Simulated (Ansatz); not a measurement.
# BH₇SeSi₂: from a rough start to a minimum

Aim: relax BH₇SeSi₂ from a cheap starting geometry, then compute its harmonic vibrations to see whether it is a minimum and to get the zero-point energy and entropy, and look at its orbitals and charge.

The runs use Ansatz 0.2.0, Gaussian basis; RKS PBE0-D4/def2-TZVP.

The runs, in order: relaxation at PBE-D4/def2-SVP; relaxation at PBE0-D4/def2-TZVP; harmonic vibrations at the same level; a single point in def2-TZVPP for the fields.

## 1. Where the work starts

SMILES `B[Se][SiH2][SiH3]`, 11 atoms, charge 0, spin multiplicity 1.

Atoms are counted from 1 here; the program's logs count them from 0.

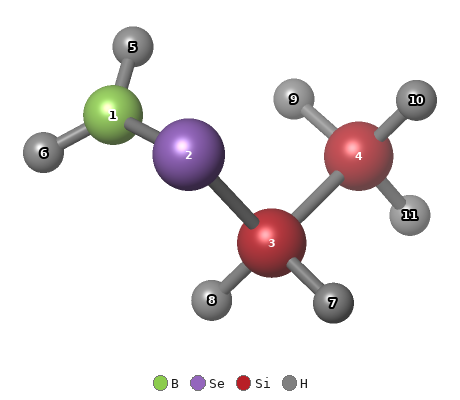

Start geometry, drawn with boron green, selenium purple, silicon red, hydrogen grey; atoms are numbered from 1 in the order of the file.

Geometry (Å):

```
B    -0.6435    1.9820    0.8289
Se    1.2499    1.5221    0.9206
Si    0.7011   -0.6863    0.7081
Si    0.0756   -1.0966   -1.3503
H    -1.1918    2.2188   -0.2510
H    -1.3416    2.0955    1.8007
H     1.9637   -1.4912    0.9819
H    -0.2688   -1.0272    1.6907
H    -1.2029   -0.2939   -1.5644
H     1.0482   -0.7428   -2.2922
H    -0.3244   -2.5373   -1.4524
```

The start is a force-field geometry with small random shifts, so a cheaper pass at PBE-D4/def2-SVP comes first.

## 2. Relaxation at PBE-D4/def2-SVP (cheap first pass)

The input, in.yaml:

```yaml
crystal:
  periodic: [false, false, false]
  atoms:
    - {symbol: B, position_ang: [-0.643500, 1.982000, 0.828900]}
    - {symbol: Se, position_ang: [1.249900, 1.522100, 0.920600]}
    - {symbol: Si, position_ang: [0.701100, -0.686300, 0.708100]}
    - {symbol: Si, position_ang: [0.075600, -1.096600, -1.350300]}
    - {symbol: H, position_ang: [-1.191800, 2.218800, -0.251000]}
    - {symbol: H, position_ang: [-1.341600, 2.095500, 1.800700]}
    - {symbol: H, position_ang: [1.963700, -1.491200, 0.981900]}
    - {symbol: H, position_ang: [-0.268800, -1.027200, 1.690700]}
    - {symbol: H, position_ang: [-1.202900, -0.293900, -1.564400]}
    - {symbol: H, position_ang: [1.048200, -0.742800, -2.292200]}
    - {symbol: H, position_ang: [-0.324400, -2.537300, -1.452400]}
basis:
  gaussian: {orbitals: def2-SVP}
hamiltonian: {xc: pbe, dispersion: d4}
relax: {f_tol: 0.03, max_steps: 200}
```

On the command line:

```
ansatz run in.yaml --threads 4 --pin off --events-out ev --progress --plain --max-ram 10444MiB
```

What it wrote (excerpt; [...] marks lines left out):

```text
Functional definition: PBE
  name "PBE"
  cite "Perdew, Burke & Ernzerhof, Phys. Rev. Lett. 77, 3865 (1996) doi:10.1103/PhysRevLett.77.3865"
  parent pbe
[...]
1298 factors; their error is unknown
[...]
mean field -81861.50887257 eV, -3008.3549633433 hartree, gradient 3.1e-5 eV, S^2 0.000000; 0 other end points of the search recorded, 0 dependent functions left out
[...]
reference -81861.50891151 eV, -3008.3549647742 hartree; 37, 37 occupied and 80, 80 virtual orbitals, 1298 factors
relax step   1: F+E_penalty+E_count = -81861.81181875 eV  Δ(F+E_penalty+E_count) = +0.000e0 eV  max|allowed force component| = 2.710e0 eV/Å  Δτ_max = 0.0000 Å  (26 SCF iters, accepted)
[...]
relax step   5: F+E_penalty+E_count = -81862.32527849 eV  Δ(F+E_penalty+E_count) = -5.393e-2 eV  max|allowed force component| = 2.376e-1 eV/Å  Δτ_max = 0.1285 Å  (27 SCF iters, accepted)
[...]
relax step   9: F+E_penalty+E_count = -81862.76959445 eV  Δ(F+E_penalty+E_count) = -1.008e-1 eV  max|allowed force component| = 4.007e-1 eV/Å  Δτ_max = 0.2000 Å  (27 SCF iters, accepted)
[...]
relax step  13: F+E_penalty+E_count = -81862.90320540 eV  Δ(F+E_penalty+E_count) = -6.338e-3 eV  max|allowed force component| = 8.351e-1 eV/Å  Δτ_max = 0.1168 Å  (27 SCF iters, accepted)
[...]
relax step  16: F+E_penalty+E_count = -81862.92293280 eV  Δ(F+E_penalty+E_count) = -1.208e-3 eV  max|allowed force component| = 1.773e-2 eV/Å  Δτ_max = 0.0461 Å  (28 SCF iters, accepted)
[...]
relax step  17: F+E_penalty+E_count = -81862.92344875 eV  Δ(F+E_penalty+E_count) = -5.160e-4 eV  max|allowed force component| = 1.907e-2 eV/Å  Δτ_max = 0.0388 Å  (28 SCF iters, accepted)
1298 factors; their error is unknown
mean field -81862.63285414 eV, -3008.3962689042 hartree, gradient 1.1e-5 eV, S^2 0.000000; 1 other end points of the search recorded, 0 dependent functions left out
[...]
reference -81862.63289398 eV, -3008.3962703681 hartree; 37, 37 occupied and 80, 80 virtual orbitals, 1298 factors
Total energy: -81862.92348859 eV, -3008.4069495231 hartree
Atom 0 at    -0.714679     2.053771     0.955552 Å, force    -0.007888    -0.009785    -0.006007 eV/Å
Atom 1 at     1.095652     1.455498     1.159924 Å, force    -0.019067    -0.011614    -0.006547 eV/Å
Atom 2 at     0.715193    -0.811277     0.755905 Å, force     0.007379    -0.010043    -0.010603 eV/Å
Atom 3 at     0.051767    -1.073862    -1.483637 Å, force    -0.004903    -0.003273    -0.005484 eV/Å
Atom 4 at    -1.612009     1.278992     0.690852 Å, force     0.018793     0.017021     0.011327 eV/Å
Atom 5 at    -0.902934     3.241661     1.109849 Å, force     0.000235     0.004347     0.001456 eV/Å
Atom 6 at     2.016032    -1.521028     1.021928 Å, force    -0.001705     0.007363     0.004355 eV/Å
Atom 7 at    -0.321074    -1.318027     1.720913 Å, force    -0.002794     0.001515     0.006887 eV/Å
Atom 8 at    -1.181801    -0.250990    -1.737928 Å, force     0.008066    -0.005930     0.002736 eV/Å
Atom 9 at     1.161949    -0.592848    -2.378177 Å, force    -0.002018     0.000961     0.000794 eV/Å
Atom 10 at    -0.242596    -2.518791    -1.794581 Å, force     0.003902     0.009438     0.001085 eV/Å
Dipole moment:     0.019754    -0.214413    -0.052657 e Å
```

Run time: 13 s. Hardware: 4 threads of Intel Xeon 6975P-C, shared host.

Step by step:

```
step  energy from step 1 (eV)  largest force component (eV/Å)
   1                   0.0000                          2.7101
   2                  -0.3767                          0.7423
   3                  -0.4161                          0.2600
   4                  -0.4595                          0.1777
   5                  -0.5135                          0.2376
   6                  -0.6052                          0.3061
   7                  -0.7265                          0.3983
   8                  -0.8569                          0.4250
   9                  -0.9578                          0.4007
  10                  -1.0371                          0.2643
  11                  -1.0756                          0.2526
  12                  -1.0850                          0.4207
  13                  -1.0914                          0.8351
  14                  -1.0996                          0.3095
  15                  -1.1099                          0.0468
  16                  -1.1111                          0.0177
  17                  -1.1116                          0.0191
```

The force was under the threshold of 0.03 eV/Å already at step 16, but the program went on to step 17.

Distances of close pairs at the start and the end, largest changes first:

| bond | before (Å) | after (Å) | change (Å) |
| --- | --- | --- | --- |
| Si3–Si4 | 2.190 | 2.350 | +0.160 |
| Si4–H10 | 1.399 | 1.505 | +0.105 |
| Si3–H8 | 1.422 | 1.504 | +0.082 |
| Se2–Si3 | 2.285 | 2.334 | +0.048 |
| B1–Se2 | 1.951 | 1.918 | -0.033 |
| Si4–H9 | 1.525 | 1.504 | -0.020 |
| B1–H5 | 1.234 | 1.215 | -0.019 |
| Si3–H7 | 1.522 | 1.506 | -0.017 |

## 3. Geometry optimisation, PBE0-D4/def2-TZVP

The input, in.yaml:

```yaml
crystal:
  periodic: [false, false, false]
  atoms:
    - {symbol: B, position_ang: [-0.714679, 2.053771, 0.955552]}
    - {symbol: Se, position_ang: [1.095652, 1.455498, 1.159924]}
    - {symbol: Si, position_ang: [0.715193, -0.811277, 0.755905]}
    - {symbol: Si, position_ang: [0.051767, -1.073862, -1.483637]}
    - {symbol: H, position_ang: [-1.612009, 1.278992, 0.690852]}
    - {symbol: H, position_ang: [-0.902934, 3.241661, 1.109849]}
    - {symbol: H, position_ang: [2.016032, -1.521028, 1.021928]}
    - {symbol: H, position_ang: [-0.321074, -1.318027, 1.720913]}
    - {symbol: H, position_ang: [-1.181801, -0.250990, -1.737928]}
    - {symbol: H, position_ang: [1.161949, -0.592848, -2.378177]}
    - {symbol: H, position_ang: [-0.242596, -2.518791, -1.794581]}
basis:
  gaussian: {orbitals: def2-TZVP}
hamiltonian: {xc: pbe0, dispersion: d4}
relax: {f_tol: 0.005, max_steps: 150}
```

Same command.

What it wrote (excerpt; [...] marks lines left out):

```text
Functional definition: PBE0
  name "PBE0"
  cite "Adamo & Barone, J. Chem. Phys. 110, 6158 (1999) doi:10.1063/1.478522"
  cite "Perdew, Burke & Ernzerhof, Phys. Rev. Lett. 77, 3865 (1996) doi:10.1103/PhysRevLett.77.3865"
  parent pbe
[...]
1425 factors; their error is unknown
[...]
mean field -81881.01118929 eV, -3009.0716602635 hartree, gradient 3.2e-5 eV, S^2 0.000000; 0 other end points of the search recorded, 0 dependent functions left out
[...]
reference -81881.01122849 eV, -3009.0716617043 hartree; 37, 37 occupied and 158, 158 virtual orbitals, 1425 factors
relax step   1: F+E_penalty+E_count = -81881.26186777 eV  Δ(F+E_penalty+E_count) = +0.000e0 eV  max|allowed force component| = 4.820e-1 eV/Å  Δτ_max = 0.0000 Å  (27 SCF iters, accepted)
[...]
Atom 1 at     1.084382     1.434216     1.151854 Å, force    -0.000930    -0.000003    -0.001398 eV/Å
Atom 2 at     0.707400    -0.802294     0.746233 Å, force    -0.000242     0.001254     0.001035 eV/Å
Atom 3 at     0.053188    -1.073069    -1.479872 Å, force     0.000385     0.000183    -0.000544 eV/Å
Atom 4 at    -1.596283     1.286935     0.702803 Å, force    -0.000885    -0.000024     0.002125 eV/Å
Atom 5 at    -0.896317     3.212415     1.107830 Å, force     0.000346     0.000300     0.003088 eV/Å
Atom 6 at     1.993962    -1.497054     1.016526 Å, force    -0.000086    -0.000478     0.000331 eV/Å
Atom 7 at    -0.316893    -1.300971     1.700088 Å, force    -0.000764    -0.000437    -0.001111 eV/Å
Atom 8 at    -1.166084    -0.262810    -1.735738 Å, force    -0.000718    -0.000816    -0.001063 eV/Å
Atom 9 at     1.150027    -0.598271    -2.363767 Å, force     0.000097     0.000104    -0.000030 eV/Å
Atom 10 at    -0.235728    -2.501194    -1.782940 Å, force     0.001019    -0.000455     0.001009 eV/Å
Dipole moment:    -0.017652    -0.201315    -0.056265 e Å
```

Wall time 14 s (4 threads of Intel Xeon 6975P-C, shared host); peak memory 0.64 GiB.

Along the way:

```csv
step,energy from step 1 (eV),largest force component (eV/Å)
1,0.0000,0.4820
2,-0.0323,0.1384
3,-0.0340,0.0269
4,-0.0342,0.0054
5,-0.0343,0.0034
```

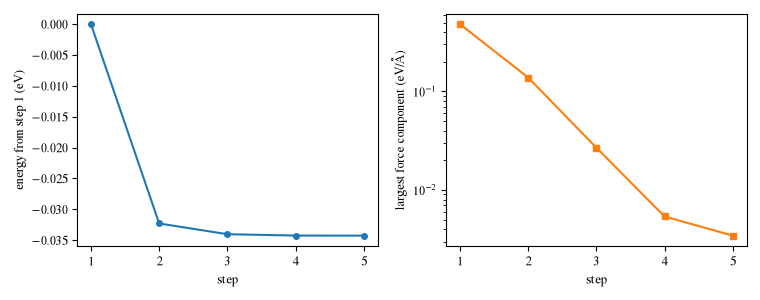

Energy and largest force along the relaxation.

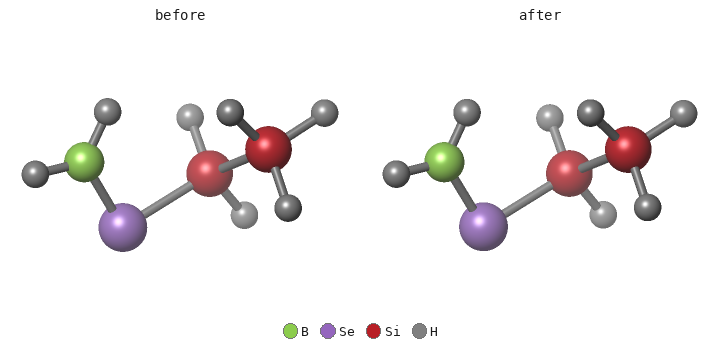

Before and after, at one scale.

Close pairs (by a distance rule), those that changed most:

| bond | before (Å) | after (Å) | change (Å) |
| --- | --- | --- | --- |
| Se2–Si3 | 2.334 | 2.304 | -0.030 |
| B1–H5 | 1.215 | 1.192 | -0.022 |
| B1–H6 | 1.213 | 1.191 | -0.021 |
| Si4–H11 | 1.507 | 1.488 | -0.019 |
| Si3–H7 | 1.506 | 1.487 | -0.019 |
| Si4–H9 | 1.504 | 1.486 | -0.018 |
| Si4–H10 | 1.505 | 1.487 | -0.018 |
| Si3–H8 | 1.504 | 1.486 | -0.018 |

Mulliken charges at the end point, from the run's report:

```csv
atom,value (e)
B1,-0.10
Se2,-0.07
Si3,0.08
Si4,0.02
H5,0.02
H6,0.04
H7,0.00
H8,0.01
H9,0.00
H10,0.00
H11,-0.01
```

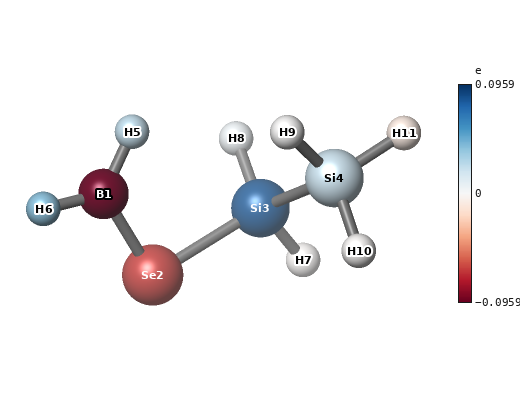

Mulliken charges at the end point, from the run's report, as colours on the atoms.

## 4. Vibrations by finite differences

The input, in.yaml:

```yaml
crystal:
  periodic: [false, false, false]
  atoms:
    - {symbol: B, position_ang: [-0.712155, 2.045196, 0.957584]}
    - {symbol: Se, position_ang: [1.084382, 1.434216, 1.151854]}
    - {symbol: Si, position_ang: [0.707400, -0.802294, 0.746233]}
    - {symbol: Si, position_ang: [0.053188, -1.073069, -1.479872]}
    - {symbol: H, position_ang: [-1.596283, 1.286935, 0.702803]}
    - {symbol: H, position_ang: [-0.896317, 3.212415, 1.107830]}
    - {symbol: H, position_ang: [1.993962, -1.497054, 1.016526]}
    - {symbol: H, position_ang: [-0.316893, -1.300971, 1.700088]}
    - {symbol: H, position_ang: [-1.166084, -0.262810, -1.735738]}
    - {symbol: H, position_ang: [1.150027, -0.598271, -2.363767]}
    - {symbol: H, position_ang: [-0.235728, -2.501194, -1.782940]}
basis:
  gaussian: {orbitals: def2-TZVP}
hamiltonian: {xc: pbe0, dispersion: d4}
phonons: {temperatures: {t_min: 298.15, t_max: 900, t_step: 200}}
```

Same command.

What it wrote (excerpt; [...] marks lines left out):

```text
Functional definition: PBE0
  name "PBE0"
  cite "Adamo & Barone, J. Chem. Phys. 110, 6158 (1999) doi:10.1063/1.478522"
  cite "Perdew, Burke & Ernzerhof, Phys. Rev. Lett. 77, 3865 (1996) doi:10.1103/PhysRevLett.77.3865"
  parent pbe
[...]
1425 factors; their error is unknown
[...]
mean field -81881.04413295 eV, -3009.0728709207 hartree, gradient 3.9e-5 eV, S^2 0.000000; 0 other end points of the search recorded, 0 dependent functions left out
[...]
reference -81881.04417196 eV, -3009.0728723544 hartree; 37, 37 occupied and 158, 158 virtual orbitals, 1425 factors
[...]
1425 factors; their error is unknown
mean field -81881.04401552 eV, -3009.0728666052 hartree, gradient 1.2e-6 eV, S^2 0.000000; 0 other end points of the search recorded, 0 dependent functions left out
[...]
reference -81881.04405453 eV, -3009.0728680388 hartree; 37, 37 occupied and 158, 158 virtual orbitals, 1425 factors
[...]
Atom 4 at    -1.596283     1.286935     0.702803 Å, force    -0.000864    -0.000024     0.002121 eV/Å
Atom 5 at    -0.896317     3.212415     1.107830 Å, force     0.000339     0.000302     0.003089 eV/Å
Atom 6 at     1.993962    -1.497054     1.016526 Å, force    -0.000088    -0.000473     0.000333 eV/Å
Atom 7 at    -0.316893    -1.300971     1.700088 Å, force    -0.000776    -0.000439    -0.001102 eV/Å
Atom 8 at    -1.166084    -0.262810    -1.735738 Å, force    -0.000714    -0.000814    -0.001061 eV/Å
Atom 9 at     1.150027    -0.598271    -2.363767 Å, force     0.000107     0.000107    -0.000037 eV/Å
Atom 10 at    -0.235728    -2.501194    -1.782940 Å, force     0.001019    -0.000454     0.001007 eV/Å
Dipole moment:    -0.017650    -0.201315    -0.056264 e Å
Vibrations: 54.41 90.90 104.33 157.13 344.08 359.13 369.66 449.18 510.01 555.58 678.76 691.54 740.71 782.87 869.19 916.99 924.00 933.77 938.63 1180.76 2212.62 2220.35 2227.36 2230.24 2237.89 2601.67 2710.79 cm⁻¹, zero-point energy 1.741515 eV
```

It took 2.1 min on 4 threads of Intel Xeon 6975P-C, shared host; peak memory 0.62 GiB.

Motions are named by where the mode's potential energy lies. Wavenumbers, unscaled:

```
mode  cm⁻¹                          motion
   1    54                         torsion
   2    91                            bend
   3   104                         torsion
   4   157                            bend
   5   344               torsion with bend
   6   359     mixed, led by Si–Se stretch
   7   370                         torsion
   8   449         Si–Si and Si–Se stretch
   9   510                            bend
  10   556               bend with torsion
  11   679          bend with B–Se stretch
  12   692          B–Se stretch with bend
  13   741                            bend
  14   783                            bend
  15   869                            bend
  16   917  out-of-plane bend with torsion
  17   924               bend with torsion
  18   934               bend with torsion
  19   939               bend with torsion
  20  1181                            bend
  21  2213                    Si–H stretch
  22  2220                    Si–H stretch
  23  2227                    Si–H stretch
  24  2230                    Si–H stretch
  25  2238                    Si–H stretch
  26  2602                     B–H stretch
  27  2711                     B–H stretch
```

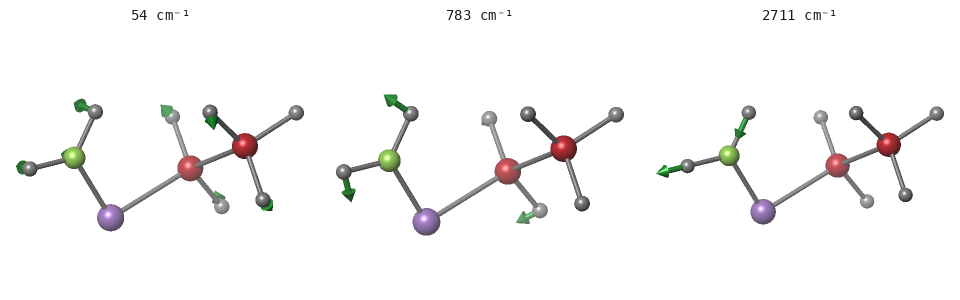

Displacements of 3 modes, as arrows.

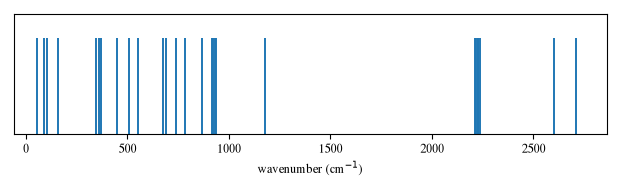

The harmonic wavenumbers as sticks (no intensities were computed).

From these modes and the moments of inertia (298.15 K, 1 bar, symmetry number 1):

```
                term            value
   zero-point energy    40.2 kcal/mol
          H(298) − E    45.9 kcal/mol
entropy, translation  171.6 J/(mol K)
   entropy, rotation  117.9 J/(mol K)
  entropy, vibration   89.7 J/(mol K)
      entropy, total  379.2 J/(mol K)
```

## 5. A single point for the fields

in.yaml, as its differences from that of step 4:

```diff
@@ -15,4 +15,4 @@
 basis:
-  gaussian: {orbitals: def2-TZVP}
+  gaussian: {orbitals: def2-TZVPP}
 hamiltonian: {xc: pbe0, dispersion: d4}
-phonons: {temperatures: {t_min: 298.15, t_max: 900, t_step: 200}}
+output: {orbitals: {seedname: orbitals}}
```

Same command.

What it wrote:

```text
Functional definition: PBE0
  name "PBE0"
  cite "Adamo & Barone, J. Chem. Phys. 110, 6158 (1999) doi:10.1063/1.478522"
  cite "Perdew, Burke & Ernzerhof, Phys. Rev. Lett. 77, 3865 (1996) doi:10.1103/PhysRevLett.77.3865"
  parent pbe
  parameter a = 0.25
  parameter kappa = 0.804
  parameter beta = 0.06672455060314922
  exchange = (1 - a)*pbe_x(kappa = kappa, mu = beta*pi^2/3) + a*exact_x
  correlation = pbe_c(beta = beta)
1576 factors; their error is unknown
mean field evaluation 1: about -81878.6609 eV, gradient 2.5e1 eV
mean field evaluation 2: about -81878.0485 eV, gradient 2.9e1 eV
mean field evaluation 4: about -81880.6386 eV, gradient 1.2e0 eV
mean field evaluation 8: about -81881.0776 eV, gradient 4.4e-1 eV
mean field evaluation 16: about -81881.0778 eV, gradient 2.3e-5 eV
mean field -81881.07781303 eV, -3009.0741086409 hartree, gradient 2.3e-5 eV, S^2 0.000000; 0 other end points of the search recorded, 0 dependent functions left out
reference -81881.07785165 eV, -3009.0741100600 hartree; 37, 37 occupied and 224, 224 virtual orbitals, 1576 factors
Total energy: -81881.32984905 eV, -3009.0833707939 hartree
```

Wall time 2.4 s (4 threads of Intel Xeon 6975P-C, shared host); peak memory 0.82 GiB.

The fields below are evaluated on a grid from the run's orbitals.

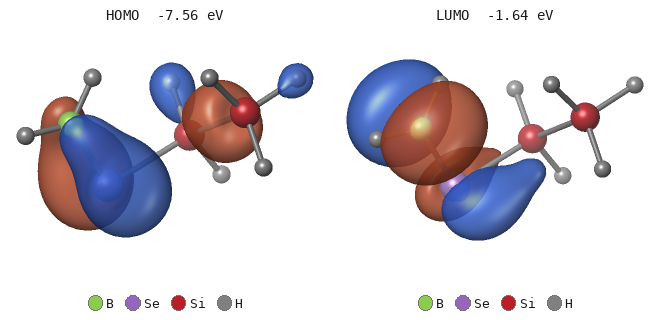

Frontier orbitals at PBE0-D4/def2-TZVPP; each surface holds 70 % of the orbital's density, blue and red mark the sign.

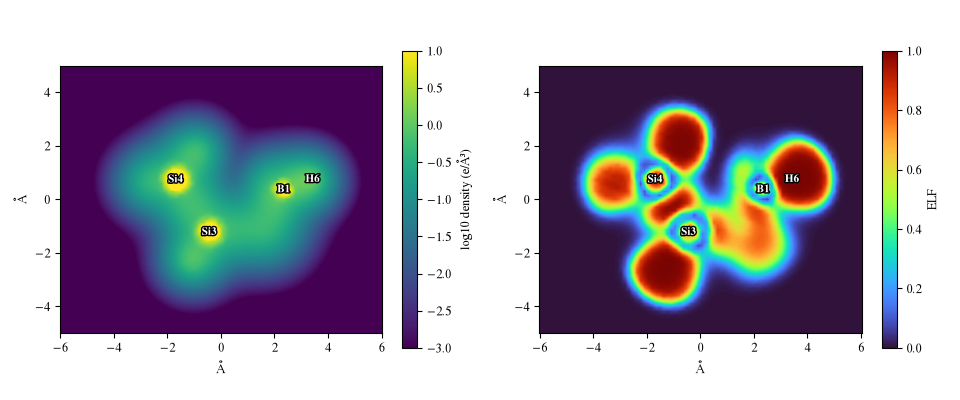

Density (left) and ELF (right) in a plane through or near 4 of the atoms.

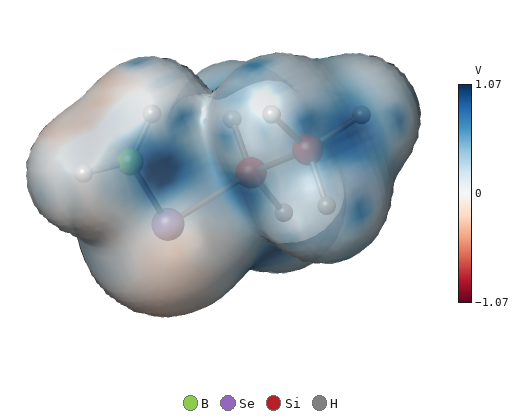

Electrostatic potential on the surface of density 0.002 e/bohr³; red is low, blue high. It runs, from the 1st to the 99th percentile, from -0.24 V near Se2 to 1.07 V near H7.

## 6. Results

```
                  quantity            value
               point group               C1
                     steps           17 + 5
shift from the start (rms)          0.622 Å
              total energy   -81881.2962 eV
           dispersion term         -252 meV
             dipole moment           1.01 D
lowest, highest wavenumber    54, 2711 cm⁻¹
         zero-point energy    40.2 kcal/mol
       entropy at 298.15 K  379.2 J/(mol K)
                HOMO, LUMO  -7.56, -1.64 eV
```

What this shows: The relaxed geometry lies 0.62 Å (rms) from the start; the bond that changed most is Si3–Si4, from 2.190 to 2.336 Å. All wavenumbers are real, so the end point is a minimum. The stiffest mode, 2711 cm⁻¹, is a B–H stretch, and 4 modes under 200 cm⁻¹ make the vibrational entropy uncertain. Harmonic hybrid wavenumbers usually lie a few per cent above measured fundamentals. The HOMO lies mostly on Se2 57 %; B1 12 % and the LUMO on B1 47 %; Se2 17 %.
